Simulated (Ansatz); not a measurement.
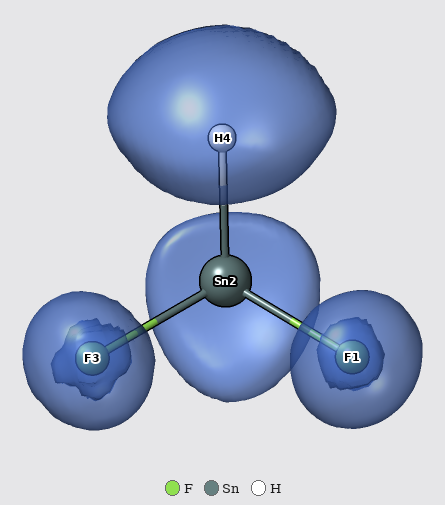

The picture shows: F₂HSn (SMILES [F][SnH][F]) (doublet). Isosurface of the electron localisation function at 0.75 (blue), seen across its widest extent. Only the valence region is drawn (cores and ρ < 0.01 e/Å³ removed).

Geometry: PBE0-D4/def2-TZVP; core potentials replace the inner electrons of Sn.

These are results of UKS PBE0-D4/def2-TZVPP in Ansatz, not measurements.

Describe the localisation domains.

The ELF exceeds this value in one region around a hydrogen nucleus, one lobe on Sn, pointing away from the bonds (non-bonding electrons) and two regions wrapped around F (the valence shell of each). Along the contacts the grid gives the following. Sn–F (1.92 Å): the ELF peaks at about 0.80 in the valence shell of F, 0.5 Å from its nucleus, and drops to about 0.15 between the two atoms. Sn–H (1.75 Å): the ELF climbs to about 1 towards the hydrogen.
